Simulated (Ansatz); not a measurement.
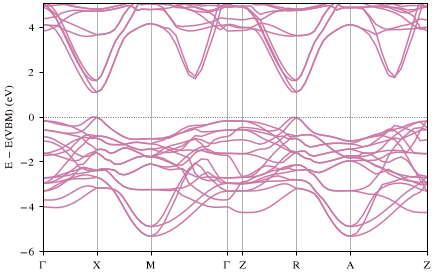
Band structure from plane-wave PAW r²SCAN+D4 (Ansatz code)

The gap is 1.05 eV; an edge lies off the plotted path or next to a special point (maximum on the Γ–X line, 95 % of the way from Γ, minimum on the Γ–X line, 96 % of the way from Γ).

The material is LaBiS$_{2}$O in space group P4/nmm (No. 129; Pearson symbol tP10).

The first step of the workflow began from a Materials Project structure, measured or hypothetical; the Crystallography Open Database copy checked does not list it. Its standing as an ambient phase is unchecked. Symmetry was held in the r²SCAN+D4 relaxation. At this level the phase is dynamically unstable (imaginary phonons). Scalar-relativistic: spin–orbit coupling is off unless named, which matters more the heavier the elements.

Potentials: the earlier of the program's two PAW sets.
